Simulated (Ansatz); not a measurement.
C2H2Cl2Sn: a line through the functionals

The species is C2H2Cl2Sn (7 atoms), meant as a singlet with charge 0. As SMILES, `C#[C][SnH]([Cl])[Cl]`. Geometry: relaxed at PBE0-D4/def2-TZVP.

The HOMO–LUMO gap y, in eV, basis def2-SVP with a core potential; a is the functional's share of exact exchange. Programs: Ansatz 0.2.0.

| functional | program | a | y (eV) |
| --- | --- | --- | --- |
| BLYP | Ansatz | 0 | 5.11 |
| r2SCAN | Ansatz | 0 | 5.76 |
| B3LYP | Ansatz | 0.2 | ? |
| PBE0 | Ansatz | 0.25 | 7.51 |
| BHLYP | Ansatz | 0.5 | 9.66 |

Fit y = c + s·a to the known rows and predict B3LYP.


1. Means of the 4 rows: a = 0.1875, y = 7.010.
2. Σ(Δa)² = 0.17188, Σ(Δa·Δy) = 1.45, so the slope is 1.45/0.17188 = 8.4361.
3. Intercept: 7.010 − (8.4361) × 0.1875 = 5.428. The largest residual of the fit is 0.33.
4. B3LYP: 5.428 + (8.4361) × 0.2 = 7.12 eV.

The run gave 6.94 eV, so the prediction is off by +0.18 eV, within the largest residual. Exact exchange lowers occupied levels and raises empty ones. The rows mix families of semi-local functionals, which the line can't see.

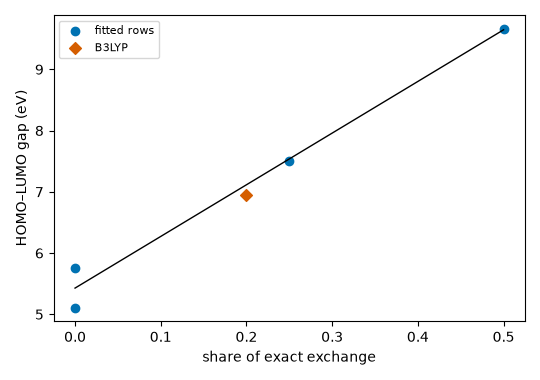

The fitted line, with the withheld row.
